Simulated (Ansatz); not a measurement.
# C₂F₈Sn: how energies converge with the basis set

Aim: see how fast density functionals converge with the basis set for C₂F₈Sn.

Program: Ansatz 0.2.0, Gaussian basis. Level of theory: one geometry, several basis sets. These are calculated values, not measurements.

Plan: PBE0-D4/def2-SVP; ωB97M-V/def2-SVP; PBE0-D4/def2-QZVPP; ωB97M-V/def2-QZVPP; the functionals' def2-TZVPP values are taken from earlier runs.

1 further run of the same task is left out (for a known fault of the program). Runs told in other sessions of the task aren't counted.

## (1) The relaxed structure

An earlier PBE0-D4 in a triple-zeta def2 set relaxation fixed the geometry. Sn takes the def2 core potential; no spin-orbit term is included.

SMILES `F[C](F)(F)[Sn]([F])([F])[C](F)(F)F`, 11 atoms, charge 0, spin multiplicity 1.

Atoms are counted from 1 here; the program's logs count them from 0.

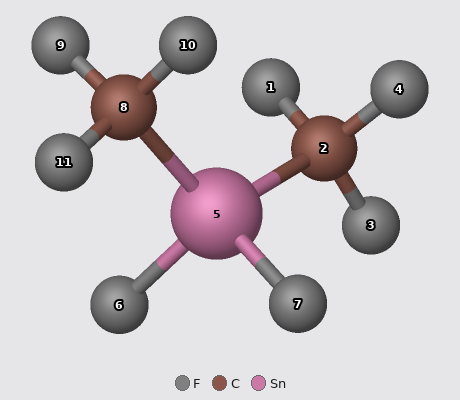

The geometry (fluorine grey, carbon brown, tin pink); atoms are numbered from 1 in the order of the file.

Coordinates:

```mol
C2F8Sn
  3D, bonds by distance, orders not assigned

 11 10  0  0  0  0  0  0  0  0999 V2000
   -2.2063    0.1213    1.2785 F   0  0
   -1.1471    0.9337    1.2728 C   0  0
   -1.5850    2.1883    1.2550 F   0  0
   -0.4747    0.7416    2.4097 F   0  0
    0.1415    0.5134   -0.4701 Sn  0  0
   -0.8520    0.9427   -2.0310 F   0  0
    1.5731    1.7612   -0.4359 F   0  0
    1.0159   -1.4915   -0.7707 C   0  0
    0.0541   -2.4115   -0.8725 F   0  0
    1.7946   -1.8224    0.2617 F   0  0
    1.7511   -1.5340   -1.8770 F   0  0
  1  2  8  0
  2  3  8  0
  2  4  8  0
  2  5  8  0
  5  6  8  0
  5  7  8  0
  5  8  8  0
  8  9  8  0
  8 10  8  0
  8 11  8  0
M  END
```

## (2) PBE0-D4 in def2-SVP

Contents of in.yaml:

```yaml
crystal:
  periodic: [false, false, false]
  atoms:
    - {symbol: F, position_ang: [-2.206261, 0.121260, 1.278511]}
    - {symbol: C, position_ang: [-1.147062, 0.933676, 1.272805]}
    - {symbol: F, position_ang: [-1.585014, 2.188302, 1.255045]}
    - {symbol: F, position_ang: [-0.474696, 0.741581, 2.409670]}
    - {symbol: Sn, position_ang: [0.141521, 0.513428, -0.470088]}
    - {symbol: F, position_ang: [-0.851958, 0.942734, -2.030972]}
    - {symbol: F, position_ang: [1.573143, 1.761225, -0.435943]}
    - {symbol: C, position_ang: [1.015874, -1.491531, -0.770701]}
    - {symbol: F, position_ang: [0.054080, -2.411457, -0.872457]}
    - {symbol: F, position_ang: [1.794553, -1.822361, 0.261716]}
    - {symbol: F, position_ang: [1.751120, -1.533957, -1.876985]}
basis:
  gaussian: {orbitals: def2-SVP}
hamiltonian: {xc: pbe0, dispersion: d4}
output: {orbitals: {seedname: orbitals}}
```

The run is started by

```sh
ansatz run in.yaml --threads 4 --pin off --events-out ev --progress --plain --max-ram 66560MiB --backend cpu
```

Output:

```text
Functional definition: PBE0
  name "PBE0"
  cite "Adamo & Barone, J. Chem. Phys. 110, 6158 (1999) doi:10.1063/1.478522"
  cite "Perdew, Burke & Ernzerhof, Phys. Rev. Lett. 77, 3865 (1996) doi:10.1103/PhysRevLett.77.3865"
  parent pbe
  parameter a = 0.25
  parameter kappa = 0.804
  parameter beta = 0.06672455060314922
  exchange = (1 - a)*pbe_x(kappa = kappa, mu = beta*pi^2/3) + a*exact_x
  correlation = pbe_c(beta = beta)
1674 factors; integrals over basis functions are off by at most 1.1e-3 eV
mean field evaluation 1: about -29592.5669 eV, gradient 6.7e1 eV
mean field evaluation 2: about -29575.7731 eV, gradient 1.2e2 eV
mean field evaluation 4: about -29599.6178 eV, gradient 4.7e0 eV
mean field evaluation 8: about -29600.0015 eV, gradient 2.3e-1 eV
mean field evaluation 16: about -29600.0015 eV, gradient 7.2e-5 eV
mean field -29600.00153998 eV, -1087.7799929925 hartree, gradient 7.2e-5 eV, S^2 0.000000; 0 other end points of the search recorded, 0 dependent functions left out
reference -29600.00156662 eV, -1087.7799939718 hartree; 53, 53 occupied and 113, 113 virtual orbitals, 1674 factors
Total energy: -29600.25036996 eV, -1087.7891373258 hartree
```

Run time: 3.2 s. Hardware: 4 threads of AMD EPYC 7R13, shared host; peak memory 0.57 GiB.

## (3) ωB97M-V in def2-SVP

Changes to in.yaml since step 2:

```diff
@@ -16,3 +16,3 @@
   gaussian: {orbitals: def2-SVP}
-hamiltonian: {xc: pbe0, dispersion: d4}
+hamiltonian: {xc: {name: wB97M-V}}
 output: {orbitals: {seedname: orbitals}}
```

Launched as before.

Output (excerpt; [...] marks lines left out):

```text
Functional definition: wB97M-V
  name "wB97M-V"
  cite "Mardirossian & Head-Gordon, J. Chem. Phys. 144, 214110 (2016) doi:10.1063/1.4952647"
  cite "Becke, J. Chem. Phys. 107, 8554 (1997) doi:10.1063/1.475007"
  cite "Vydrov & Van Voorhis, J. Chem. Phys. 133, 244103 (2010) doi:10.1063/1.3521275"
  # Of w^i u^j: cxij and so on, Table III.
[...]
  gx(w, u) = 1 - cx + cx01*u + cx10*w
  gss(w, u) = css00 + css04*u^4 + css10*w + css20*w^2 + css43*w^4*u^3
  gos(w, u) = cos00 + cos10*w + (cos20 + cos21*u)*w^2 + (cos60 + cos61*u)*w^6
[...]
      + integral(e_c_pw_mod_opposite_spin*gos(b97_w_opposite, b97_u_opposite)) + vv10(b, c)
1674 factors; integrals over basis functions are off by at most 1.1e-3 eV
319 factors; integrals over basis functions are off by at most 1.2e-6 eV
[...]
mean field -29615.60018545 eV, -1088.3532326405 hartree, gradient 8.3e-5 eV, S^2 0.000000; 0 other end points of the search recorded, 0 dependent functions left out
reference -29615.60022832 eV, -1088.3532342160 hartree; 53, 53 occupied and 113, 113 virtual orbitals, 1674 factors
Total energy: -29615.60022832 eV, -1088.3532342160 hartree
```

Wall time 10 s (4 threads of AMD EPYC 7R13, shared host); peak memory 0.78 GiB.

## (4) PBE0-D4 in def2-QZVPP

Changes to in.yaml since step 3:

```diff
@@ -15,4 +15,4 @@
 basis:
-  gaussian: {orbitals: def2-SVP}
-hamiltonian: {xc: {name: wB97M-V}}
+  gaussian: {orbitals: "def2-QZVPP.json"}
+hamiltonian: {xc: pbe0, dispersion: d4}
 output: {orbitals: {seedname: orbitals}}
```

The run is started by

```sh
ansatz run in.yaml --threads 4 --pin off --events-out ev --progress --plain --max-ram 66560MiB --backend cuda --devices 0, --max-vram 37GiB
```

Output:

```text
Functional definition: PBE0
  name "PBE0"
  cite "Adamo & Barone, J. Chem. Phys. 110, 6158 (1999) doi:10.1063/1.478522"
  cite "Perdew, Burke & Ernzerhof, Phys. Rev. Lett. 77, 3865 (1996) doi:10.1103/PhysRevLett.77.3865"
  parent pbe
  parameter a = 0.25
  parameter kappa = 0.804
  parameter beta = 0.06672455060314922
  exchange = (1 - a)*pbe_x(kappa = kappa, mu = beta*pi^2/3) + a*exact_x
  correlation = pbe_c(beta = beta)
2287 factors; their error is unknown
mean field evaluation 1: about -29623.4893 eV, gradient 7.4e1 eV
mean field evaluation 2: about -29606.1403 eV, gradient 1.3e2 eV
mean field evaluation 4: about -29630.7779 eV, gradient 4.7e0 eV
mean field evaluation 8: about -29630.8733 eV, gradient 8.3e-1 eV
mean field evaluation 16: about -29630.8738 eV, gradient 9.1e-5 eV
mean field -29630.87381671 eV, -1088.9145282363 hartree, gradient 3.5e-5 eV, S^2 0.000000; 0 other end points of the search recorded, 0 dependent functions left out
reference -29630.87385254 eV, -1088.9145295531 hartree; 53, 53 occupied and 599, 599 virtual orbitals, 2287 factors
Total energy: -29631.12265588 eV, -1088.9236729071 hartree
```

Run time: 14 s. Hardware: 1 × H100 (card shared with other runs) with 4 threads of AMD EPYC 7R13, shared host; peak host memory 1.2 GiB.

## (5) ωB97M-V in def2-QZVPP

Changes to in.yaml since step 4:

```diff
@@ -16,3 +16,3 @@
   gaussian: {orbitals: "def2-QZVPP.json"}
-hamiltonian: {xc: pbe0, dispersion: d4}
+hamiltonian: {xc: {name: wB97M-V}}
 output: {orbitals: {seedname: orbitals}}
```

Same command.

Output (excerpt; [...] marks lines left out):

```text
Functional definition: wB97M-V
  name "wB97M-V"
  cite "Mardirossian & Head-Gordon, J. Chem. Phys. 144, 214110 (2016) doi:10.1063/1.4952647"
  cite "Becke, J. Chem. Phys. 107, 8554 (1997) doi:10.1063/1.475007"
  cite "Vydrov & Van Voorhis, J. Chem. Phys. 133, 244103 (2010) doi:10.1063/1.3521275"
  # Of w^i u^j: cxij and so on, Table III.
[...]
  gx(w, u) = 1 - cx + cx01*u + cx10*w
  gss(w, u) = css00 + css04*u^4 + css10*w + css20*w^2 + css43*w^4*u^3
  gos(w, u) = cos00 + cos10*w + (cos20 + cos21*u)*w^2 + (cos60 + cos61*u)*w^6
[...]
      + integral(e_c_pw_mod_opposite_spin*gos(b97_w_opposite, b97_u_opposite)) + vv10(b, c)
2270 factors; their error is unknown
378 factors; integrals over basis functions are off by at most 4.2e-6 eV
[...]
mean field -29646.94337231 eV, -1089.5050735124 hartree, gradient 3.1e-5 eV, S^2 0.000000; 0 other end points of the search recorded, 0 dependent functions left out
reference -29646.94343323 eV, -1089.5050757512 hartree; 53, 53 occupied and 599, 599 virtual orbitals, 2270 factors
Total energy: -29646.94343323 eV, -1089.5050757512 hartree
```

Run time: 18 s. Hardware: 1 × H100 (card shared with other runs) with 4 threads of AMD EPYC 7R13, shared host; peak host memory 1.3 GiB.

## (6) Density functionals: the series

The def2-TZVPP values come from earlier runs at the same geometry.

```csv
functional,basis,functions,energy (eV),from the largest (eV),HOMO (eV),LUMO (eV)
PBE0-D4,def2-SVP,166,-29600.2504,30.872,-9.51,-2.12
PBE0-D4,def2-TZVPP,360,-29629.8305,1.292,-9.62,-2.34
PBE0-D4,def2-QZVPP,652,-29631.1227,0.000,-9.65,-2.40
ωB97M-V,def2-SVP,166,-29615.6002,31.343,-11.66,-0.02
ωB97M-V,def2-TZVPP,360,-29645.7277,1.216,-11.81,-0.27
ωB97M-V,def2-QZVPP,652,-29646.9434,0.000,-11.84,-0.39
```

## (7) What came out

| quantity | value |
| --- | --- |
| PBE0-D4: double and triple zeta above quadruple | 30.87, 1.29 eV |
| ωB97M-V: double and triple zeta above quadruple | 31.34, 1.22 eV |

In words: For PBE0-D4 the step from double to triple zeta gains 29.58 eV and the next only 1.29 eV. These are total energies; as a rule much of such shifts cancels in differences, which this series doesn't test.
